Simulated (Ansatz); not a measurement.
**Si (Fd-3m): seeking the equilibrium cell**

Aim: the volume at which the pressure of Si (Fd-3m) vanishes. Whether the element takes this structure at low temperature is a separate question.

The COD entry's cell or inner coordinates are ideal or old and differ from later refinements, so a difference from it is no clean test against experiment.

Program: Ansatz 0.2.0. Level of theory: DFT r²SCAN, scalar-relativistic, plane waves, PAW, unless a step's input says otherwise. These are calculated values, not measurements.

## Step 1: Starting point

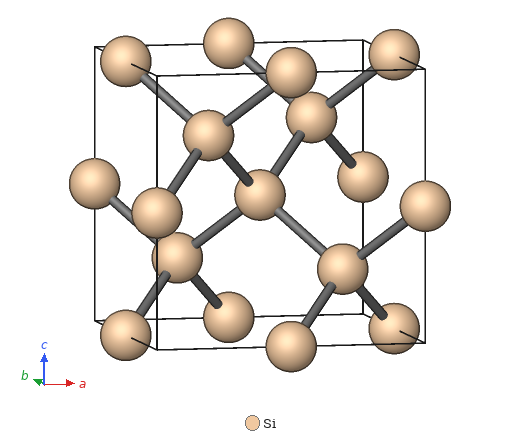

Start, viewed slightly off an axis; silicon light orange. The cell drawn here is the conventional one.

As a file:

```cif
data_structure
_symmetry_space_group_name_H-M 'P 1'
_symmetry_Int_Tables_number 1
_cell_length_a 3.8376
_cell_length_b 3.8376
_cell_length_c 3.8376
_cell_angle_alpha 60.000
_cell_angle_beta 60.000
_cell_angle_gamma 60.000
_cell_volume 39.96
loop_
_atom_site_label
_atom_site_type_symbol
_atom_site_fract_x
_atom_site_fract_y
_atom_site_fract_z
_atom_site_occupancy
Si1 Si 0.75000 0.75000 0.75000 1
Si2 Si 0.50000 0.50000 0.50000 1
```

## Step 2: First run, at the start cell

input.yaml

```yaml
crystal:
  lattice:
    - [0.0, 2.71356, 2.71356]
    - [2.71356, 0.0, 2.71356]
    - [2.71356, 2.71356, 0.0]
  atoms:
    - { symbol: Si, position: [0.75, 0.75, 0.75] }
    - { symbol: Si, position: [0.5, 0.5, 0.5] }
basis:
  ecutwfc: 420
  ecutrho_ratio: 4
kpoints:
  mp_grid: { grid: [6, 6, 6] }
hamiltonian:
  xc: pbe
scf:
  occupations: { method: gaussian, width: 0.05 }
output:
  forces: true
  stress: true
  eigenvalues: true
```

Launch:

```console
$ ansatz run input.yaml --threads 1 --pin off --max-ram 2560MiB --backend cpu --events-out ev --progress --plain --runs-dir out
```

Standard output (excerpt; [...] marks lines left out):

```text
Warning: RAYON_NUM_THREADS=1 ignored (pool sized by the plan → 1); use --threads N
[...]
Pseudopotentials: kind: paw
Pseudopotential: Si, paw, valence charge 4, recommended cutoff 420 eV (normal), Si.paw.azcp
Functional definition: PBE
[...]
Crystal: 2 atoms, lattice volume = 39.962 Å³
Basis set: ecut = 420 eV, 749 PW (Γ), exchange–correlation on 54×54×54 points (8 copies of the dense FFT grid, shifted against one another)
Bands: 8, of which v1, the nominal top of the filled ones, is band 4 counted from 1 (3 counted from 0)
Symmetry: 48 space group operations
Space group: Fd-3m (ITA 227), of the structure as read, at distance tolerance 3.4e-5 Å
k-points: 16 of 216
[...]
SCF iter   1: F=—  HF=-1271.589468 eV  |F-HF|=—  |Δ(HF+E_count)|=         —  Δρ=8.71e-4  dr2=1.66e-4  ethr=1.77e-3  ⟨swp⟩=5.7  Hψ=1131  notcnv=0
[...]
SCF iter   6: F=-1271.589827 eV  HF=-1271.589827 eV  |F-HF|=6.37e-12  |Δ(HF+E_count)|=  6.82e-13  Δρ=3.45e-7  dr2=3.08e-11  ethr=1.66e-11  ⟨swp⟩=1.0  Hψ=381  notcnv=0
[...]
SCF converged after 6 iterations
Free energy (F): -1271.589827 eV
[...]
E sigma→0 (E₀):  -1271.589827 eV
Fermi energy:    6.608072 eV
[...]
--- Forces (eV/Å), atoms counted from 1 ---
  atom   1  Si    -0.00000000     0.00000000     0.00000000
  atom   2  Si    -0.00000000     0.00000000     0.00000000
[...]
--- Stress (GPa, compression-positive) ---
        2.292868       0.000000      -0.000000
        0.000000       2.292868      -0.000000
       -0.000000      -0.000000       2.292868
  P = ⅓ Tr σ = 2.2929 GPa (22.929 kbar)
--- Band table (eV; the first three rows and the last of 16) ---
  k-point 0: bands = ["-5.7183", "6.2585", "6.2585", "6.2585", "8.8167", "8.8167", "8.8167", "9.6458"]
[...]
```

It took 0.58 s on 1 thread of Arm Neoverse V1, shared host; peak memory 0.25 GiB.

Read off: volume 19.981 Å³/atom, pressure 2.29 GPa, gap on the mesh 0.70 eV.

## Step 3: A new volume, run 2

input.yaml: that of step 2 with these lines changed.

```diff
@@ -2,5 +2,5 @@
   lattice:
-    - [0.0, 2.71356, 2.71356]
-    - [2.71356, 0.0, 2.71356]
-    - [2.71356, 2.71356, 0.0]
+    - [0.0, 2.7273164455, 2.7273164455]
+    - [2.7273164455, 0.0, 2.7273164455]
+    - [2.7273164455, 2.7273164455, 0.0]
   atoms:
```

Launch:

```console
$ ansatz run input.yaml --threads 1 --pin off --max-ram 2560MiB --backend cpu --events-out ev --progress --plain --runs-dir out
```

Standard output (excerpt; [...] marks lines left out):

```text
Warning: RAYON_NUM_THREADS=1 ignored (pool sized by the plan → 1); use --threads N
[...]
[... 3 set-up lines as earlier in the session ...]
[...]
Crystal: 2 atoms, lattice volume = 40.573 Å³
Basis set: ecut = 420 eV, 821 PW (Γ), exchange–correlation on 54×54×54 points (8 copies of the dense FFT grid, shifted against one another)
Bands: 8, of which v1, the nominal top of the filled ones, is band 4 counted from 1 (3 counted from 0)
[... 2 set-up lines as earlier in the session ...]
k-points: 16 of 216
[...]
SCF iter   1: F=—  HF=-1271.595400 eV  |F-HF|=—  |Δ(HF+E_count)|=         —  Δρ=9.23e-4  dr2=1.71e-4  ethr=1.77e-3  ⟨swp⟩=5.9  Hψ=1129  notcnv=0
[...]
SCF iter   6: F=-1271.595771 eV  HF=-1271.595771 eV  |F-HF|=1.59e-12  |Δ(HF+E_count)|=   1.14e-9  Δρ=2.77e-7  dr2=2.11e-11  ethr=5.57e-12  ⟨swp⟩=1.0  Hψ=383  notcnv=0
[...]
SCF converged after 6 iterations
Free energy (F): -1271.595771 eV
[...]
E sigma→0 (E₀):  -1271.595771 eV
Fermi energy:    6.464134 eV
[...]
--- Forces (eV/Å), atoms counted from 1 ---
  atom   1  Si    -0.00000000     0.00000000    -0.00000000
  atom   2  Si    -0.00000000    -0.00000000     0.00000000
[...]
--- Stress (GPa, compression-positive) ---
        0.840780      -0.000000       0.000000
       -0.000000       0.840780       0.000000
        0.000000       0.000000       0.840780
  P = ⅓ Tr σ = 0.8408 GPa (8.408 kbar)
--- Band table (eV; the first three rows and the last of 16) ---
  k-point 0: bands = ["-5.7731", "6.0996", "6.0996", "6.0996", "8.6517", "8.6517", "8.6517", "9.3131"]
[...]
```

Wall time 0.58 s (1 thread of Arm Neoverse V1, shared host); peak memory 0.25 GiB.

This gives: volume 20.286 Å³/atom, pressure 0.84 GPa, mesh gap 0.73 eV.

## Step 4: Volume adjusted, run 3

input.yaml: that of step 3 with these lines changed.

```diff
@@ -2,5 +2,5 @@
   lattice:
-    - [0.0, 2.7273164455, 2.7273164455]
-    - [2.7273164455, 0.0, 2.7273164455]
-    - [2.7273164455, 2.7273164455, 0.0]
+    - [0.0, 2.7357675102, 2.7357675102]
+    - [2.7357675102, 0.0, 2.7357675102]
+    - [2.7357675102, 2.7357675102, 0.0]
   atoms:
```

Launch:

```console
$ ansatz run input.yaml --threads 1 --pin off --max-ram 2560MiB --backend cpu --events-out ev --progress --plain --runs-dir out
```

Standard output (excerpt; [...] marks lines left out):

```text
Warning: RAYON_NUM_THREADS=1 ignored (pool sized by the plan → 1); use --threads N
[...]
[... 3 set-up lines as earlier in the session ...]
[...]
Crystal: 2 atoms, lattice volume = 40.951 Å³
Basis set: ecut = 420 eV, 821 PW (Γ), exchange–correlation on 54×54×54 points (8 copies of the dense FFT grid, shifted against one another)
Bands: 8, of which v1, the nominal top of the filled ones, is band 4 counted from 1 (3 counted from 0)
[... 2 set-up lines as earlier in the session ...]
k-points: 16 of 216
[...]
SCF iter   1: F=—  HF=-1271.596365 eV  |F-HF|=—  |Δ(HF+E_count)|=         —  Δρ=9.70e-4  dr2=1.97e-4  ethr=1.77e-3  ⟨swp⟩=5.9  Hψ=1131  notcnv=0
[...]
SCF iter   6: F=-1271.596737 eV  HF=-1271.596737 eV  |F-HF|=6.82e-12  |Δ(HF+E_count)|=   1.46e-9  Δρ=4.01e-7  dr2=4.37e-11  ethr=1.28e-11  ⟨swp⟩=1.1  Hψ=390  notcnv=0
[...]
SCF converged after 6 iterations
Free energy (F): -1271.596737 eV
[...]
E sigma→0 (E₀):  -1271.596737 eV
Fermi energy:    6.376772 eV
[...]
--- Forces (eV/Å), atoms counted from 1 ---
  atom   1  Si    -0.00000000    -0.00000000     0.00000000
  atom   2  Si     0.00000000     0.00000000     0.00000000
[...]
--- Stress (GPa, compression-positive) ---
       -0.003233      -0.000000      -0.000000
       -0.000000      -0.003233       0.000000
       -0.000000       0.000000      -0.003233
  P = ⅓ Tr σ = -0.0032 GPa (-0.032 kbar)
--- Band table (eV; the first three rows and the last of 16) ---
  k-point 0: bands = ["-5.8062", "6.0035", "6.0035", "6.0035", "8.5518", "8.5518", "8.5518", "9.1115"]
[...]
```

Wall time 0.61 s (1 thread of Arm Neoverse V1, shared host); peak memory 0.25 GiB.

In short: volume 20.476 Å³/atom, pressure 0.00 GPa, mesh gap 0.75 eV.

## Step 5: Another level, run 4

input.yaml: that of step 4 with these lines changed.

```diff
@@ -9,8 +9,8 @@
 basis:
-  ecutwfc: 420
+  ecutwfc: 500
   ecutrho_ratio: 4
 kpoints:
-  mp_grid: { grid: [6, 6, 6] }
+  mp_grid: { grid: [14, 14, 14] }
 hamiltonian:
-  xc: pbe
+  xc: r2scan
 scf:
```

Launch:

```console
$ ansatz run input.yaml --threads 1 --pin off --max-ram 2560MiB --backend cpu --events-out ev --progress --plain --runs-dir out
```

Standard output (excerpt; [...] marks lines left out):

```text
Warning: RAYON_NUM_THREADS=1 ignored (pool sized by the plan → 1); use --threads N
[...]
[... 1 set-up line as earlier in the session ...]
Pseudopotential: Si, paw, valence charge 4, recommended cutoff 500 eV (meta_gga), Si.paw.azcp
Functional definition: r2SCAN
[...]
Crystal: 2 atoms, lattice volume = 40.951 Å³
Basis set: ecut = 500 eV, 1037 PW (Γ), exchange–correlation on 120×120×120 points (64 copies of the dense FFT grid, shifted against one another)
Bands: 8, of which v1, the nominal top of the filled ones, is band 4 counted from 1 (3 counted from 0)
[... 2 set-up lines as earlier in the session ...]
k-points: 104 of 2744
[...]
SCF iter   1: F=—  HF=-1278.116610 eV  |F-HF|=—  |Δ(HF+E_count)|=         —  Δρ=3.08e-3  dr2=3.34e-3  dr2_τ=1.15e-2  ethr=1.77e-3  ⟨swp⟩=6.1  Hψ=7691  notcnv=0
[...]
SCF iter   6: F=-1278.130656 eV  HF=-1278.130656 eV  |F-HF|=4.64e-11  |Δ(HF+E_count)|=   1.14e-8  Δρ=5.61e-7  dr2=6.68e-11  dr2_τ=4.99e-13  ethr=1.87e-10  ⟨swp⟩=2.0  Hψ=2964  notcnv=0
[...]
SCF converged after 6 iterations
Free energy (F): -1278.130656 eV
[...]
E sigma→0 (E₀):  -1278.130656 eV
Fermi energy:    6.317173 eV
[...]
--- Forces (eV/Å), atoms counted from 1 ---
  atom   1  Si    -0.00000000     0.00000000    -0.00000000
  atom   2  Si     0.00000000    -0.00000000    -0.00000000
[...]
--- Stress (GPa, compression-positive) ---
       -1.409845       0.000000      -0.000000
        0.000000      -1.409845      -0.000000
        0.000000      -0.000000      -1.409845
  P = ⅓ Tr σ = -1.4098 GPa (-14.098 kbar)
--- Band table (eV; the first three rows and the last of 104) ---
  k-point 0: bands = ["-6.4581", "5.9189", "5.9189", "5.9189", "8.6518", "8.6518", "8.6518", "9.6226"]
[...]
```

Run time: 5 s. Hardware: 1 thread of Arm Neoverse V1, shared host; peak memory 0.43 GiB.

In short: volume 20.476 Å³/atom, pressure -1.41 GPa, gap on the mesh 0.80 eV.

## Step 6: Next volume, run 5

input.yaml: that of step 5 with these lines changed.

```diff
@@ -2,5 +2,5 @@
   lattice:
-    - [0.0, 2.7357675102, 2.7357675102]
-    - [2.7357675102, 0.0, 2.7357675102]
-    - [2.7357675102, 2.7357675102, 0.0]
+    - [0.0, 2.727169389, 2.727169389]
+    - [2.727169389, 0.0, 2.727169389]
+    - [2.727169389, 2.727169389, 0.0]
   atoms:
```

Launch:

```console
$ ansatz run input.yaml --threads 1 --pin off --max-ram 2560MiB --backend cpu --events-out ev --progress --plain --runs-dir out
```

Standard output (excerpt; [...] marks lines left out):

```text
Warning: RAYON_NUM_THREADS=1 ignored (pool sized by the plan → 1); use --threads N
[...]
[... 3 set-up lines as earlier in the session ...]
[...]
Crystal: 2 atoms, lattice volume = 40.566 Å³
Basis set: ecut = 500 eV, 965 PW (Γ), exchange–correlation on 120×120×120 points (64 copies of the dense FFT grid, shifted against one another)
Bands: 8, of which v1, the nominal top of the filled ones, is band 4 counted from 1 (3 counted from 0)
[... 2 set-up lines as earlier in the session ...]
k-points: 104 of 2744
[...]
SCF iter   1: F=—  HF=-1278.118364 eV  |F-HF|=—  |Δ(HF+E_count)|=         —  Δρ=3.10e-3  dr2=3.16e-3  dr2_τ=1.19e-2  ethr=1.77e-3  ⟨swp⟩=6.0  Hψ=7687  notcnv=0
[...]
SCF iter   6: F=-1278.133000 eV  HF=-1278.133000 eV  |F-HF|=9.32e-11  |Δ(HF+E_count)|=   1.38e-8  Δρ=8.52e-7  dr2=1.52e-10  dr2_τ=9.61e-13  ethr=2.14e-10  ⟨swp⟩=2.0  Hψ=2963  notcnv=0
[...]
SCF converged after 6 iterations
Free energy (F): -1278.133000 eV
[...]
E sigma→0 (E₀):  -1278.133000 eV
Fermi energy:    6.407531 eV
[...]
--- Forces (eV/Å), atoms counted from 1 ---
  atom   1  Si    -0.00000000    -0.00000000    -0.00000000
  atom   2  Si    -0.00000000    -0.00000000    -0.00000000
[...]
--- Stress (GPa, compression-positive) ---
       -0.533439       0.000000       0.000000
        0.000000      -0.533439       0.000000
        0.000000       0.000000      -0.533439
  P = ⅓ Tr σ = -0.5334 GPa (-5.334 kbar)
--- Band table (eV; the first three rows and the last of 104) ---
  k-point 0: bands = ["-6.4261", "6.0174", "6.0174", "6.0174", "8.7545", "8.7545", "8.7545", "9.8362"]
[...]
```

Run time: 5.1 s. Hardware: 1 thread of Arm Neoverse V1, shared host; peak memory 0.43 GiB.

This gives: volume 20.283 Å³/atom, pressure -0.53 GPa, mesh gap 0.78 eV.

## Step 7: Next volume, run 6

input.yaml: that of step 6 with these lines changed.

```diff
@@ -2,5 +2,5 @@
   lattice:
-    - [0.0, 2.727169389, 2.727169389]
-    - [2.727169389, 0.0, 2.727169389]
-    - [2.727169389, 2.727169389, 0.0]
+    - [0.0, 2.722122076, 2.722122076]
+    - [2.722122076, 0.0, 2.722122076]
+    - [2.722122076, 2.722122076, 0.0]
   atoms:
```

Launch:

```console
$ ansatz run input.yaml --threads 1 --pin off --max-ram 2560MiB --backend cpu --events-out ev --progress --plain --runs-dir out
```

Standard output (excerpt; [...] marks lines left out):

```text
Warning: RAYON_NUM_THREADS=1 ignored (pool sized by the plan → 1); use --threads N
[...]
[... 3 set-up lines as earlier in the session ...]
[...]
Crystal: 2 atoms, lattice volume = 40.342 Å³
Basis set: ecut = 500 eV, 965 PW (Γ), exchange–correlation on 120×120×120 points (64 copies of the dense FFT grid, shifted against one another)
Bands: 8, of which v1, the nominal top of the filled ones, is band 4 counted from 1 (3 counted from 0)
[... 2 set-up lines as earlier in the session ...]
k-points: 104 of 2744
[...]
SCF iter   1: F=—  HF=-1278.118372 eV  |F-HF|=—  |Δ(HF+E_count)|=         —  Δρ=3.11e-3  dr2=3.07e-3  dr2_τ=1.21e-2  ethr=1.77e-3  ⟨swp⟩=6.0  Hψ=7676  notcnv=0
[...]
SCF iter   6: F=-1278.133376 eV  HF=-1278.133376 eV  |F-HF|=1.14e-10  |Δ(HF+E_count)|=   1.43e-8  Δρ=9.59e-7  dr2=1.90e-10  dr2_τ=1.02e-12  ethr=2.22e-10  ⟨swp⟩=2.0  Hψ=2963  notcnv=0
the search or the solves at the SCF's close seem to have found levels that the self-consistency loop had missed (the run counts 1). By its estimate they hold under 1e-12 electrons; where the run keeps them, the occupations were computed again with them
[...]
SCF converged after 6 iterations
Free energy (F): -1278.133376 eV
[...]
E sigma→0 (E₀):  -1278.133376 eV
Fermi energy:    6.461024 eV
[...]
--- Forces (eV/Å), atoms counted from 1 ---
  atom   1  Si     0.00000000     0.00000000    -0.00000000
  atom   2  Si    -0.00000000     0.00000000    -0.00000000
[...]
--- Stress (GPa, compression-positive) ---
       -0.000916       0.000000      -0.000000
        0.000000      -0.000916      -0.000000
       -0.000000      -0.000000      -0.000916
  P = ⅓ Tr σ = -0.0009 GPa (-0.009 kbar)
--- Band table (eV; the first three rows and the last of 104) ---
  k-point 0: bands = ["-6.4072", "6.0758", "6.0758", "6.0758", "8.8152", "8.8152", "8.8152", "9.9626"]
[...]
```

It took 6.2 s on 1 thread of Arm Neoverse V1, shared host; peak memory 0.43 GiB.

Read off: volume 20.171 Å³/atom, pressure 0.00 GPa, gap on the mesh 0.77 eV.

## Step 8: The runs together

```csv
run,functional,volume (Å³/atom),pressure (GPa),energy from the first of its functional (meV/atom),k mesh
1,PBE,19.981,2.29,0.0,6×6×6
2,PBE,20.286,0.84,-3.0,6×6×6
3,PBE,20.476,0.00,-3.5,6×6×6
4,r2SCAN,20.476,-1.41,0.0,14×14×14
5,r2SCAN,20.283,-0.53,-1.2,14×14×14
6,r2SCAN,20.171,0.00,-1.4,14×14×14
```

The functional changes along the chain: a cheaper one finds the volume first.

## Step 9: Outcome

| quantity | value |
| --- | --- |
| volume | 20.171 Å³/atom |
| pressure | 0.00 GPa |
| conventional cell | a = 5.444 Å, b = 5.444 Å, c = 5.444 Å, α = 90.00°, β = 90.00°, γ = 90.00° |
| gap on the mesh | 0.77 eV |

**Reading.** The volume went from 19.98 to 20.17 Å³/atom (+0.9 %), where 0.00 GPa is left.

These are semilocal Kohn-Sham gaps, which aren't the measured quantity. Such gaps usually fall short of the measured ones.
